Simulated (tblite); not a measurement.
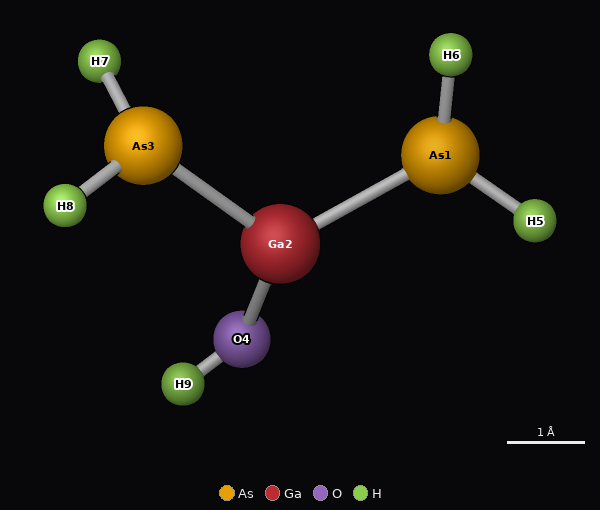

Figure 1. The structure as given in the input (ball-and-stick view, seen at a tilt; atoms are numbered from 1 in the order of the input). Sticks mark near contacts. Bond lengths as drawn: As–Ga 2.40 to 2.41 Å, As–H 1.48 to 1.51 Å, Ga–O 1.90 Å and H–O 0.96 Å.

**Geometry relaxation, with input and output: GaAs$_{2}$H$_{5}$O (part 1 of 2)**

System: GaAs$_{2}$H$_{5}$O.
Method: GFN2-xTB geometry optimisation, gas phase (tblite 0.8.0).

Output
```
step      E/eV     max force
  0    -340.20767    2.846
  1    -340.54359    2.596
  2    -341.41701    1.525
  3    -341.73068    2.006
  4    -341.86220    1.454
  5    -342.28929    0.907
  6    -342.35825    0.966
  7    -342.40176    1.129
  8    -342.46500    0.889
  9    -342.50739    0.572
 10    -342.53874    0.873
 11    -342.59121    1.109
 12    -342.65098    0.994
 13    -342.67448    0.352
 14    -342.68335    0.279
 15    -342.69194    0.328
 16    -342.69977    0.373
 17    -342.70991    0.285
 18    -342.72036    0.364
 19    -342.73217    0.457
 20    -342.74597    0.490
 21    -342.75706    0.421
 22    -342.76264    0.206
 23    -342.76497    0.156
 24    -342.76731    0.169
 25    -342.77004    0.189
 26    -342.77295    0.155
 27    -342.77477    0.131
 28    -342.77590    0.100
 29    -342.77708    0.093
 30    -342.77884    0.132
 31    -342.78191    0.178
 32    -342.78620    0.212
 33    -342.78996    0.172
 34    -342.79212    0.121
 35    -342.79303    0.075
 36    -342.79373    0.081
 37    -342.79497    0.114
 38    -342.79643    0.128
 39    -342.79773    0.125
 40    -342.79848    0.075
 41    -342.79885    0.045
 42    -342.79921    0.066
 43    -342.79963    0.062
 44    -342.80002    0.055
 45    -342.80037    0.051
 46    -342.80069    0.066
 47    -342.80098    0.056
 48    -342.80121    0.036
 49    -342.80134    0.027
 50    -342.80141    0.021
 51    -342.80146    0.019
 52    -342.80156    0.024
 53    -342.80169    0.030
 54    -342.80184    0.032
 55    -342.80196    0.031
 56    -342.80206    0.031
 57    -342.80216    0.032
 58    -342.80231    0.037
 59    -342.80250    0.049
 60    -342.80271    0.049
 61    -342.80289    0.033
 62    -342.80299    0.017
 63    -342.80303    0.013
 64    -342.80305    0.015
 65    -342.80307    0.016
 66    -342.80312    0.020
 67    -342.80322    0.032
 68    -342.80339    0.041
 69    -342.80357    0.033
 70    -342.80366    0.015
 71    -342.80369    0.017
 72    -342.80370    0.015
 73    -342.80373    0.015
 74    -342.80379    0.038
 75    -342.80392    0.052
 76    -342.80417    0.071
 77    -342.80441    0.051
 78    -342.80454    0.079
 79    -342.80462    0.025
 80    -342.80469    0.030
 81    -342.80477    0.040
 82    -342.80486    0.049
 83    -342.80502    0.047
 84    -342.80530    0.047
 85    -342.80580    0.076
 86    -342.80656    0.091
 87    -342.80779    0.083
 88    -342.80925    0.083
 89    -342.80888    0.176
 90    -342.80954    0.200
 91    -342.81096    0.094
 92    -342.81178    0.046
 93    -342.81029    0.252
 94    -342.81266    0.053
 95    -342.81323    0.059
 96    -342.81281    0.258
 97    -342.81461    0.063
 98    -342.81538    0.063
 99    -342.81614    0.265
100    -342.81805    0.068
101    -342.81944    0.063
102    -342.82207    0.237
103    -342.82484    0.071
104    -342.82860    0.095
105    -342.82962    0.281
106    -342.83238    0.102
107    -342.83364    0.079
108    -342.83273    0.323
109    -342.83576    0.077
110    -342.83658    0.066
111    -342.83780    0.142
112    -342.83841    0.065
113    -342.83879    0.045
114    -342.83917    0.033
115    -342.83928    0.032
116    -342.83943    0.038
117    -342.83960    0.052
118    -342.83975    0.035
119    -342.83985    0.036
120    -342.83993    0.022
121    -342.84002    0.023
122    -342.84011    0.029
123    -342.84018    0.025
124    -342.84022    0.016
125    -342.84024    0.009
126    -342.84025    0.012
127    -342.84025    0.006
```

Trajectory as extended XYZ (Å, eV, eV/Å), 27 frames, from step=0 to step=127
```
9
Properties=species:S:1:pos:R:3:forces:R:3 step=0 energy=-340.20767
As    2.0753   -0.3387    0.5013   -0.2690   0.1220  -2.8310
Ga    0.0470   -1.6287    0.3911   -0.2340  -0.9800  -1.1240
As   -1.9656   -0.5280    1.0996    0.9210   1.3170   2.3190
O    -0.1150   -2.7918   -1.1040    0.0560   0.3010   0.9360
H     3.3402   -1.1197    0.6680   -0.0300   0.1280   1.0690
H     1.9969    0.9193    1.2720    0.3330  -0.2760   1.1940
H    -2.4427    0.5984    0.2106   -0.6040  -0.8100  -0.5630
H    -3.0525   -1.4185    1.6353   -0.4900  -0.0660  -1.0070
H    -0.8358   -3.4180   -1.2391    0.3170   0.2650   0.0070
9
Properties=species:S:1:pos:R:3:forces:R:3 step=5 energy=-342.28929
As    2.1750   -0.2241    0.0661    0.1830   0.2450   0.5730
Ga    0.0118   -1.6033    0.3533    0.1610   0.2950  -0.4780
As   -1.9353   -0.2966    1.4967   -0.4110  -0.0640  -0.2290
O    -0.1006   -2.8120   -1.0175   -0.7530  -0.1260   0.4600
H     3.2130   -1.0506    0.8426   -0.3680  -0.0140  -0.1110
H     2.0334    0.6980    1.3828   -0.1560  -0.6140  -0.6430
H    -2.4917    0.3403    0.1847    0.3570  -0.3510   0.3180
H    -3.0450   -1.3542    1.4099    0.2770   0.0940  -0.0660
H    -0.8128   -3.4234   -1.2837    0.7100   0.5350   0.1770
9
Properties=species:S:1:pos:R:3:forces:R:3 step=10 energy=-342.53874
As    2.2251   -0.1706    0.0446    0.1470  -0.3210  -0.4250
Ga    0.0354   -1.4866    0.2788   -0.0640   0.7610   0.4230
As   -1.9730   -0.2742    1.5446    0.1930  -0.3160  -0.0750
O    -0.1669   -2.7627   -0.8768   -0.2060  -0.2030  -0.1050
H     3.1216   -1.0722    0.8617   -0.1140  -0.2220  -0.0900
H     1.9835    0.5577    1.3096   -0.3210   0.2640   0.3580
H    -2.4249    0.2386    0.2099    0.1120   0.1560  -0.1910
H    -3.0026   -1.3597    1.3551    0.0990  -0.1720   0.0620
H    -0.7503   -3.3961   -1.2926    0.1530   0.0530   0.0430
9
Properties=species:S:1:pos:R:3:forces:R:3 step=15 energy=-342.69194
As    2.2720   -0.1817   -0.0025   -0.0440   0.0370   0.0300
Ga    0.0305   -1.2673    0.2513   -0.0870  -0.2600  -0.0260
As   -1.9425   -0.3327    1.5369   -0.0150   0.0780   0.0350
O    -0.2594   -2.6967   -0.7260    0.0860   0.2970   0.1080
H     3.0280   -1.1789    0.8443   -0.1540  -0.1370  -0.0290
H     1.8644    0.5129    1.2833    0.0490   0.1110  -0.0310
H    -2.3327    0.2213    0.1836   -0.0230   0.0730   0.0030
H    -2.9457   -1.4440    1.3363    0.2000  -0.1070  -0.0990
H    -0.6668   -3.3586   -1.2724   -0.0130  -0.0940   0.0090
9
Properties=species:S:1:pos:R:3:forces:R:3 step=20 energy=-342.74597
As    2.2618   -0.1773   -0.0031   -0.2200  -0.1460  -0.0080
Ga   -0.0016   -1.2639    0.2907    0.2950   0.3820   0.0850
As   -1.9461   -0.3137    1.5452   -0.0890  -0.0020   0.0120
O    -0.2871   -2.6245   -0.7135   -0.0740  -0.2540  -0.1750
H     2.8986   -1.2832    0.8191   -0.1160   0.0920   0.0460
H     1.8580    0.5648    1.2625    0.1390  -0.0500   0.0050
H    -2.3184    0.2584    0.1852   -0.0270  -0.0370   0.0820
H    -2.8023   -1.5264    1.2704    0.0720   0.0280  -0.0710
H    -0.6150   -3.3599   -1.2215    0.0200  -0.0120   0.0230
9
Properties=species:S:1:pos:R:3:forces:R:3 step=25 energy=-342.77004
As    2.2378   -0.1907   -0.0168    0.0590  -0.0540  -0.0980
Ga    0.0092   -1.2045    0.2964   -0.1110  -0.0610  -0.0840
As   -1.9563   -0.3099    1.5609    0.0000  -0.0960  -0.0500
O    -0.3039   -2.6005   -0.6977    0.0760   0.1390   0.1030
H     2.8039   -1.3139    0.8226   -0.0230   0.0190   0.0350
H     1.8799    0.5574    1.2471    0.0800   0.0550   0.0740
H    -2.3139    0.2558    0.1996   -0.0550   0.0340   0.0350
H    -2.7218   -1.5605    1.2172    0.0010   0.0210  -0.0020
H    -0.5872   -3.3591   -1.1946   -0.0270  -0.0560  -0.0130
9
Properties=species:S:1:pos:R:3:forces:R:3 step=30 energy=-342.77884
As    2.2345   -0.2052   -0.0318    0.0340   0.0280   0.1000
Ga   -0.0120   -1.1904    0.2837    0.0800   0.0670  -0.0390
As   -1.9595   -0.3287    1.5564   -0.0230   0.0460   0.1040
O    -0.2892   -2.5916   -0.6980   -0.0090  -0.0890  -0.0420
H     2.7662   -1.3170    0.8396    0.0170  -0.0600  -0.0130
H     1.9375    0.5717    1.2467    0.0230   0.0120  -0.1050
H    -2.3437    0.2717    0.2220   -0.0500   0.0340  -0.0160
H    -2.7032   -1.5736    1.1911   -0.0890  -0.0910  -0.0350
H    -0.5829   -3.3627   -1.1748    0.0160   0.0530   0.0460
9
Properties=species:S:1:pos:R:3:forces:R:3 step=35 energy=-342.79303
As    2.2836   -0.2250   -0.0346    0.0020  -0.0340  -0.0390
Ga   -0.0217   -1.1183    0.2270    0.0310  -0.0020   0.0680
As   -2.0020   -0.3707    1.5678    0.0290  -0.0220  -0.0290
O    -0.2599   -2.5842   -0.6799    0.0350   0.0630   0.0070
H     2.7079   -1.3611    0.8643    0.0190  -0.0300   0.0020
H     2.0392    0.6101    1.2076   -0.0370   0.0060  -0.0150
H    -2.4146    0.3118    0.2755   -0.0570  -0.0320   0.0320
H    -2.7130   -1.6262    1.1381   -0.0220   0.0470  -0.0370
H    -0.5716   -3.3622   -1.1308    0.0020   0.0040   0.0110
9
Properties=species:S:1:pos:R:3:forces:R:3 step=40 energy=-342.79848
As    2.3002   -0.2466   -0.0430    0.0040  -0.0330  -0.0060
Ga   -0.0080   -1.1047    0.2380   -0.0220  -0.0240  -0.0090
As   -2.0087   -0.3906    1.5664   -0.0540  -0.0030   0.0050
O    -0.2287   -2.5666   -0.6854    0.0140  -0.0030  -0.0060
H     2.7031   -1.3820    0.8735    0.0090   0.0350  -0.0020
H     2.0665    0.6245    1.1802   -0.0090  -0.0380  -0.0210
H    -2.4726    0.3151    0.3079    0.0260   0.0210   0.0010
H    -2.7350   -1.6231    1.1022    0.0130  -0.0200   0.0030
H    -0.5692   -3.3519   -1.1049    0.0200   0.0630   0.0350
9
Properties=species:S:1:pos:R:3:forces:R:3 step=45 energy=-342.80037
As    2.3081   -0.2677   -0.0549   -0.0380   0.0250  -0.0150
Ga   -0.0125   -1.0845    0.2399   -0.0030   0.0350   0.0330
As   -2.0285   -0.4034    1.5719   -0.0120   0.0030  -0.0030
O    -0.2113   -2.5473   -0.6776    0.0220  -0.0100  -0.0110
H     2.6845   -1.3898    0.8799    0.0330  -0.0300   0.0240
H     2.0807    0.6169    1.1576    0.0060   0.0020  -0.0120
H    -2.4882    0.3245    0.3244    0.0180   0.0100   0.0010
H    -2.7267   -1.6389    1.0754   -0.0050  -0.0140  -0.0030
H    -0.5584   -3.3354   -1.0816   -0.0210  -0.0210  -0.0130
9
Properties=species:S:1:pos:R:3:forces:R:3 step=50 energy=-342.80141
As    2.2999   -0.2729   -0.0569    0.0010  -0.0110   0.0060
Ga   -0.0143   -1.0924    0.2533   -0.0070  -0.0070  -0.0020
As   -2.0394   -0.4033    1.5726    0.0030  -0.0060   0.0090
O    -0.1935   -2.5488   -0.6891    0.0030   0.0060   0.0150
H     2.7068   -1.3856    0.8834   -0.0020   0.0060  -0.0130
H     2.0816    0.6169    1.1517    0.0040   0.0170   0.0030
H    -2.4883    0.3320    0.3250    0.0160  -0.0140  -0.0020
H    -2.7376   -1.6398    1.0753   -0.0070   0.0030  -0.0180
H    -0.5675   -3.3319   -1.0804   -0.0130   0.0050   0.0010
9
Properties=species:S:1:pos:R:3:forces:R:3 step=55 energy=-342.80196
As    2.2951   -0.2785   -0.0580    0.0080   0.0260  -0.0110
Ga   -0.0192   -1.0905    0.2598    0.0230  -0.0060   0.0200
As   -2.0464   -0.4119    1.5773   -0.0070  -0.0280  -0.0020
O    -0.1840   -2.5478   -0.6835   -0.0130  -0.0120  -0.0040
H     2.7117   -1.3860    0.8819   -0.0110   0.0040   0.0060
H     2.0895    0.6248    1.1449    0.0060  -0.0090  -0.0040
H    -2.4779    0.3276    0.3281    0.0030   0.0180  -0.0110
H    -2.7439   -1.6414    1.0587    0.0010   0.0030   0.0000
H    -0.5771   -3.3220   -1.0743   -0.0090   0.0040   0.0050
9
Properties=species:S:1:pos:R:3:forces:R:3 step=60 energy=-342.80271
As    2.2925   -0.2748   -0.0631    0.0080  -0.0190  -0.0040
Ga   -0.0139   -1.0966    0.2795    0.0010  -0.0050  -0.0030
As   -2.0579   -0.4306    1.5811    0.0190   0.0360  -0.0230
O    -0.1777   -2.5479   -0.6781   -0.0070   0.0110   0.0080
H     2.7074   -1.3824    0.8801    0.0040   0.0210  -0.0080
H     2.1043    0.6338    1.1363   -0.0050   0.0030   0.0140
H    -2.4613    0.3295    0.3300    0.0100  -0.0020   0.0290
H    -2.7493   -1.6460    1.0332   -0.0230  -0.0390  -0.0180
H    -0.5965   -3.3110   -1.0639   -0.0060  -0.0070   0.0040
```
